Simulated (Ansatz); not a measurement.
## A computed series for CdS: response to strain

Consider CdS in the wurtzite structure (space group P6_3mc, No. 186).

```yaml
crystal:
  lattice:
    - [4.07411, 0.00000, 0.00000]
    - [-2.03706, 3.52828, 0.00000]
    - [0.00000, 0.00000, 6.63675]
  atoms:
    - { symbol: Cd, position: [0.33333, 0.66667, 0.00038] }
    - { symbol: Cd, position: [0.66667, 0.33333, 0.50038] }
    - { symbol: S, position: [0.33333, 0.66667, 0.37662] }
    - { symbol: S, position: [0.66667, 0.33333, 0.87662] }
```

Cartesian axes are those of the cell as printed.

Strains are applied to the cell and any free atomic positions relax.

Level of theory: DFT with LDA, PAW potentials and a 420 eV plane-wave cutoff in Ansatz (an electronic-structure program), spin-orbit coupling left out.

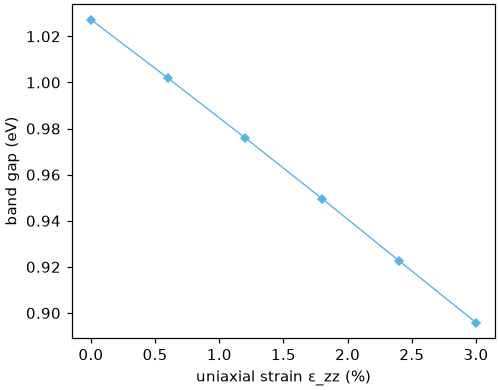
Band gap against uniaxial strain ε_zz

From the plot, what is the band gap for uniaxial strain ε_zz = +0.60 %?

About 1.00 eV.

Is the trend monotonic over the range shown?

Yes, it falls throughout, spanning 0.90 eV to 1.03 eV.

Stability against distortions was not tested.
